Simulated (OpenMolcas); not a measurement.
MoO3: single-point calculation (part 2 of 2)

Continued. System: MoO3. Method: HF/def2-SVPD, RHF (OpenMolcas 26.06). A bond length was changed on purpose from its optimised value.

Geometry of the input (Å):
```
O  -2.2841  0.0671  1.0312
Mo -1.4542  -0.1196  -0.4316
O  1.5070  -0.6076  0.0888
O  -1.6613  1.2505  -1.4027
```

## Output, continued
```
  53  -291.649907771  -662.034717052   251.592915684  -1.71E-13    1.32E-07    1.43E-07*    2.68E-03   1.40E+02   QNRc2DIIS    1.
  54  -291.649907771  -662.034717076   251.592915707   3.98E-13*   8.13E-07    1.43E-07*    3.07E-03   1.40E+02   QNRc2DIIS    1.
  55  -291.649907771  -662.034716885   251.592915516  -5.12E-13    1.33E-07    1.43E-07*    3.46E-03   1.40E+02   QNRc2DIIS    1.
  56  -291.649907771  -662.034716692   251.592915323  -5.68E-14    4.71E-07    1.43E-07*    2.04E-02   1.40E+02   QNRc2DIIS    0.
  57  -291.649907771  -662.034716917   251.592915548   5.12E-13*   1.36E-07    1.43E-07*    3.14E-03   1.40E+02   QNRc2DIIS    1.
  58  -291.649907771  -662.034716937   251.592915569  -5.68E-14    3.28E-07    1.43E-07*    1.20E-02   1.40E+02   QNRc2DIIS    1.
  59  -291.649907771  -662.034717025   251.592915656  -2.27E-13    8.47E-07    1.43E-07*    3.99E-03   1.40E+02   QNRc2DIIS    0.
  60  -291.649907771  -662.034717153   251.592915784  -4.55E-13    5.42E-07    1.42E-07*    1.66E-02   1.40E+02   QNRc2DIIS    0.
  61  -291.649907771  -662.034716996   251.592915627  -1.71E-13    2.70E-07    1.42E-07*    2.22E-03   1.40E+02   QNRc2DIIS    1.
  62  -291.649907771  -662.034717047   251.592915679   5.68E-14*   1.04E-07    1.42E-07*    8.52E-03   1.40E+02   QNRc2DIIS    1.
  63  -291.649907771  -662.034717041   251.592915672   0.00E+00    1.82E-07    1.42E-07*    6.50E-03   1.40E+02   QNRc2DIIS    0.
  64  -291.649907771  -662.034717042   251.592915673   4.55E-13*   1.26E-07    1.42E-07*    6.80E-02   1.40E+02   QNRc2DIIS    0.
  65  -291.649907771  -662.034717036   251.592915667  -9.09E-13    1.62E-07    1.42E-07*    4.53E-02   1.40E+02   QNRc2DIIS    0.
  66  -291.649907771  -662.034717012   251.592915643   5.12E-13*   1.29E-07    1.42E-07*    2.44E-03   1.40E+02   QNRc2DIIS    0.
  67  -291.649907771  -662.034717027   251.592915658   5.68E-14*   9.58E-08    1.41E-07*    2.20E-02   1.40E+02   QNRc2DIIS    0.
  68  -291.649907771  -662.034717013   251.592915644  -3.41E-13    9.98E-08    1.41E-07*    2.13E-04   1.40E+02   QNRc2DIIS    0.
  69  -291.649907771  -662.034716985   251.592915617   9.09E-13*   9.78E-08    1.41E-07*    9.07E-02   1.40E+02   QNRc2DIIS    0.
  70  -291.649907771  -662.034716966   251.592915597  -5.68E-13    9.50E-08    1.41E-07*    1.20E-02   1.40E+02   QNRc2DIIS    0.
  71  -291.649907771  -662.034716909   251.592915540  -6.82E-13    9.57E-08    1.41E-07*    1.18E-03   1.40E+02   QNRc2DIIS    0.
  72  -291.649907771  -662.034716876   251.592915508   3.41E-13*   9.31E-08    1.41E-07*    9.40E-03   1.40E+02   QNRc2DIIS    0.
  73  -291.649907771  -662.034716881   251.592915512   9.09E-13*   9.30E-08    1.40E-07*    7.29E-03   1.40E+02   QNRc2DIIS    0.
  74  -291.649907771  -662.034716884   251.592915515  -3.41E-13    9.19E-08    1.40E-07*    1.69E-02   1.40E+02   QNRc2DIIS    0.
  75  -291.649907771  -662.034716886   251.592915517  -6.82E-13    9.09E-08    1.40E-07*    8.95E-03   1.40E+02   QNRc2DIIS    0.
  76  -291.649907771  -662.034716886   251.592915517  -2.27E-13    9.08E-08    1.40E-07*    1.60E-02   1.40E+02   QNRc2DIIS    0.
  77  -291.649907771  -662.034716884   251.592915515   5.12E-13*   9.05E-08    1.40E-07*    4.26E-03   1.40E+02   QNRc2DIIS    0.
  78  -291.649907771  -662.034716879   251.592915511  -5.68E-14    9.01E-08    1.40E-07*    2.10E-02   1.40E+02   QNRc2DIIS    0.
  79  -291.649907771  -662.034716876   251.592915507  -1.14E-13    8.97E-08    1.39E-07*    1.10E-02   1.40E+02   QNRc2DIIS    0.
  80  -291.649907771  -662.034716873   251.592915505  -3.41E-13    8.93E-08    1.39E-07*    7.71E-03   1.40E+02   QNRc2DIIS    0.
  81  -291.649907771  -662.034716871   251.592915503   3.41E-13*   8.91E-08    1.39E-07*    1.87E-02   1.40E+02   QNRc2DIIS    0.
  82  -291.649907771  -662.034716870   251.592915501  -4.55E-13    8.88E-08    1.39E-07*    2.34E-02   1.40E+02   QNRc2DIIS    0.
  83  -291.649907771  -662.034716869   251.592915500   2.27E-13*   8.85E-08    1.39E-07*    2.33E-02   1.40E+02   QNRc2DIIS    0.
  84  -291.649907771  -662.034716868   251.592915499  -1.14E-13    8.83E-08    1.38E-07*    9.90E-03   1.40E+02   QNRc2DIIS    0.
  85  -291.649907771  -662.034716866   251.592915498   1.14E-13*   8.80E-08    1.38E-07*    2.57E-02   1.40E+02   QNRc2DIIS    0.
  86  -291.649907771  -662.034716865   251.592915496  -3.41E-13    8.78E-08    1.38E-07*    4.56E-02   1.40E+02   QNRc2DIIS    0.
  87  -291.649907771  -662.034716864   251.592915495  -1.14E-13    8.76E-08    1.38E-07*    2.11E-02   1.40E+02   QNRc2DIIS    0.
  88  -291.649907771  -662.034716863   251.592915495   1.14E-13*   8.74E-08    1.38E-07*    1.23E-02   1.40E+02   QNRc2DIIS    0.
  89  -291.649907771  -662.034716862   251.592915494  -3.41E-13    8.72E-08    1.38E-07*    1.56E-02   1.40E+02   QNRc2DIIS    0.
  90  -291.649907771  -662.034716862   251.592915493   0.00E+00    8.70E-08    1.37E-07*    3.88E-03   1.40E+02   QNRc2DIIS    0.
  91  -291.649907771  -662.034716861   251.592915492  -5.68E-14    8.68E-08    1.37E-07*    1.53E-03   1.40E+02   QNRc2DIIS    0.
  92  -291.649907771  -662.034716860   251.592915492   1.71E-13*   8.67E-08    1.37E-07*    1.93E-02   1.40E+02   QNRc2DIIS    0.
  93  -291.649907771  -662.034716860   251.592915491  -2.84E-13    8.65E-08    1.37E-07*    2.63E-02   1.40E+02   QNRc2DIIS    0.
  94  -291.649907771  -662.034716859   251.592915491  -5.68E-13    8.63E-08    1.37E-07*    2.72E-02   1.40E+02   QNRc2DIIS    0.
  95  -291.649907771  -662.034716859   251.592915490   8.53E-13*   8.62E-08    1.36E-07*    5.60E-03   1.40E+02   QNRc2DIIS    0.
  96  -291.649907771  -662.034716858   251.592915490  -4.55E-13    8.60E-08    1.36E-07*    1.04E-03   1.40E+02   QNRc2DIIS    0.
  97  -291.649907771  -662.034716858   251.592915489   5.68E-14*   8.59E-08    1.36E-07*    3.29E-02   1.40E+02   QNRc2DIIS    0.
  98  -291.649907771  -662.034716858   251.592915489  -5.68E-14    8.57E-08    1.36E-07*    1.83E-02   1.40E+02   QNRc2DIIS    0.
  99  -291.649907771  -662.034716857   251.592915489  -1.71E-13    8.56E-08    1.36E-07*    2.30E-02   1.40E+02   QNRc2DIIS    0.
 100  -291.649907771  -662.034716857   251.592915488  -2.84E-13    8.54E-08    1.36E-07*    3.03E-03   1.40E+02   QNRc2DIIS    0.
 101  -291.649907771  -662.034716857   251.592915488   6.25E-13*   8.53E-08    1.35E-07*    1.12E-02   1.40E+02   QNRc2DIIS    0.
 102  -291.649907771  -662.034716856   251.592915488  -3.41E-13    8.51E-08    1.35E-07*    5.93E-03   1.40E+02   QNRc2DIIS    0.
 103  -291.649907771  -662.034716856   251.592915487   2.27E-13*   8.50E-08    1.35E-07*    6.72E-03   1.40E+02   QNRc2DIIS    0.
 104  -291.649907771  -662.034716856   251.592915487  -5.12E-13    8.49E-08    1.35E-07*    1.72E-02   1.40E+02   QNRc2DIIS    0.
 105  -291.649907771  -662.034716856   251.592915487  -2.84E-13    8.47E-08    1.35E-07*    1.27E-02   1.40E+02   QNRc2DIIS    0.
 106  -291.649907771  -662.034716855   251.592915487   2.84E-13*   8.46E-08    1.34E-07*    2.86E-02   1.40E+02   QNRc2DIIS    0.
 107  -291.649907771  -662.034716855   251.592915486   3.98E-13*   8.45E-08    1.34E-07*    1.27E-02   1.40E+02   QNRc2DIIS    0.
 108  -291.649907771  -662.034716855   251.592915486  -5.12E-13    8.43E-08    1.34E-07*    3.51E-02   1.40E+02   QNRc2DIIS    0.
 109  -291.649907771  -662.034716855   251.592915486  -1.14E-13    8.42E-08    1.34E-07*    2.14E-02   1.40E+02   QNRc2DIIS    0.
 110  -291.649907771  -662.034716855   251.592915486  -6.82E-13    8.41E-08    1.34E-07*    3.24E-04   1.40E+02   QNRc2DIIS    0.
 111  -291.649907771  -662.034716854   251.592915486   2.27E-13*   8.40E-08    1.33E-07*    2.68E-02   1.40E+02   QNRc2DIIS    0.
 112  -291.649907771  -662.034716854   251.592915485  -3.41E-13    8.38E-08    1.33E-07*    5.51E-02   1.40E+02   QNRc2DIIS    0.
 113  -291.649907771  -662.034716854   251.592915485   6.82E-13*   8.37E-08    1.33E-07*    1.09E-02   1.40E+02   QNRc2DIIS    0.
 114  -291.649907771  -662.034716854   251.592915485  -5.68E-13    5.77E-05*   1.33E-07*    1.65E-02   1.40E+02   QNRc2DIIS    0.
 115  -291.649907771  -662.034716820   251.592915451  -1.92E-11    9.91E-09    3.32E-09     2.19E-02   1.40E+02   QNRc2DIIS    0.

       Convergence after 115 Iterations
--

 *****************************************************************************************************************************
 *                                             SCF/KS-DFT Program, Final results                                             *
 *                                                       Final Results                                                       *
 *****************************************************************************************************************************

::    Total SCF energy                               -291.6499077714
      One-electron energy                            -662.0347168200
      Two-electron energy                             251.5929154512
      Nuclear repulsion energy                        118.7918935974
      Kinetic energy (interpolated)                   246.6679408113
      Virial theorem                                    1.1823583836
      Total spin, S(S+1)                                0.0000000000
      Total spin, S                                     0.0000000000
      Max non-diagonal density matrix element           0.0000000123
      Max non-diagonal Fock matrix element              0.0000000008

      All orbitals with orbital energies smaller than  E(LUMO)+0.5 are printed

++    Molecular orbitals:
      -------------------

      Title: SCF orbitals

      Molecular orbitals for symmetry species 1: a

          Orbital            1         2         3         4         5         6         7         8         9        10
          Energy          -20.7736  -20.5587  -20.5586   -3.1470   -2.0182   -1.9996   -1.9654   -1.3021   -1.1974   -1.1817
          Occ. No.          2.0000    2.0000    2.0000    2.0000    2.0000    2.0000    2.0000    2.0000    2.0000    2.0000

          Orbital           11        12        13        14        15        16        17        18        19        20
          Energy           -0.6512   -0.6474   -0.5723   -0.5660   -0.5185   -0.5070   -0.4724   -0.4487   -0.3385   -0.0873
          Occ. No.          2.0000    2.0000    2.0000    2.0000    2.0000    2.0000    2.0000    2.0000    2.0000    0.0000

          Orbital           21        22        23        24        25        26        27        28        29        30
          Energy           -0.0336    0.0383    0.0604    0.0857    0.0914    0.0977    0.0989    0.1229    0.1643    0.1782
          Occ. No.          0.0000    0.0000    0.0000    0.0000    0.0000    0.0000    0.0000    0.0000    0.0000    0.0000

          Orbital           31        32        33        34        35        36        37        38        39        40
          Energy            0.1821    0.1984    0.2216    0.2248    0.2415    0.2516    0.2683    0.2936    0.3053    0.3082
          Occ. No.          0.0000    0.0000    0.0000    0.0000    0.0000    0.0000    0.0000    0.0000    0.0000    0.0000

          Orbital           41        42        43
          Energy            0.3298    0.3509    0.3934
          Occ. No.          0.0000    0.0000    0.0000

--

++    Molecular charges:
      ------------------

      Mulliken charges per centre and basis function type
      ---------------------------------------------------

                O1      O3      O4      MO2
      1s       4.0036  3.9987  4.0036  2.1982
      2px      1.5953  1.8126  1.6495  1.9963
      2pz      1.6157  1.7548  1.6751  1.9552
      2py      1.7280  0.4797  1.6143  1.9725
      3d2+     0.0051  0.0014  0.0043  0.5775
      3d1+     0.0033  0.0006  0.0038  0.9220
      3d0      0.0101  0.0010  0.0080  0.5316
      3d1-     0.0077  0.0001  0.0011  0.5587
      3d2-     0.0045  0.0039  0.0134  1.2051
      4f3+     0.0000  0.0000  0.0000  0.0053
      4f2+     0.0000  0.0000  0.0000  0.0154
      4f1+     0.0000  0.0000  0.0000  0.0128
      4f0      0.0000  0.0000  0.0000  0.0153
      4f1-     0.0000  0.0000  0.0000  0.0184
      4f2-     0.0000  0.0000  0.0000  0.0121
      4f3-     0.0000  0.0000  0.0000  0.0044
      Total    8.9733  8.0528  8.9732 12.0007

      N-E     -0.9733 -0.0528 -0.9732  1.9993

      Total electronic charge=   38.000000

      Total            charge=   -0.000000
--

++    Molecular properties:
      ---------------------

      Charge (e):
                      =   -0.0000
      Dipole Moment (debye):
      Origin of the operator (angstrom)=   -1.2432   -0.0024   -0.3206
                   X=  3.9300E+00               Y= -5.9501E+00               Z= -1.8884E+00           Total=  7.3766E+00
      Quadrupole Moment (debye*angstrom):
      Origin of the operator (angstrom)=   -1.2432   -0.0024   -0.3206
                  XX= -3.9287E+01              XY= -6.2450E-02              XZ=  1.9569E+00              YY= -3.6925E+01
                  YZ=  4.9069E+00              ZZ= -4.4164E+01
      In traceless form (debye*angstrom)
                  XX=  1.2579E+00              XY= -9.3675E-02              XZ=  2.9354E+00              YY=  4.8004E+00
                  YZ=  7.3603E+00              ZZ= -6.0583E+00
--

--- Stop Module: scf /rc=_RC_ALL_IS_WELL_ ---
--- Module scf spent 1 minute 8 seconds ---

.##################.
.# Happy landing! #.
.##################.

    Timing: Wall=74.65 User=56.29 System=18.28
```

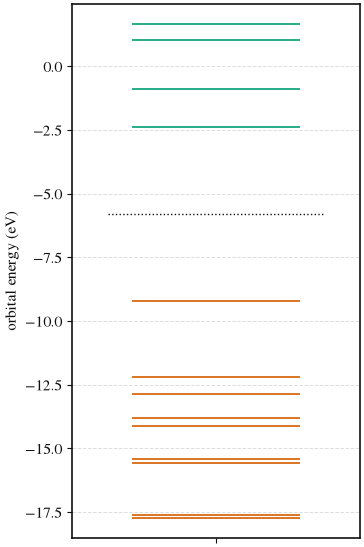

Figure 1. Orbital energies near the frontier; the dotted line parts filled from empty levels, and levels within 0.02 eV of each other stand side by side. Highest filled −9.21 eV, lowest empty −2.37 eV, 6.84 eV apart.

## Results in brief

| quantity | value |
| --- | --- |
| outcome | converged |
| total energy | −291.649908 hartree |
| basis functions | 103 |
| HOMO | −9.21 eV |
| LUMO | −2.37 eV |
| dipole moment | 7.38 debye |
| wall time | 75 s |
| peak memory | 0.58 GiB |
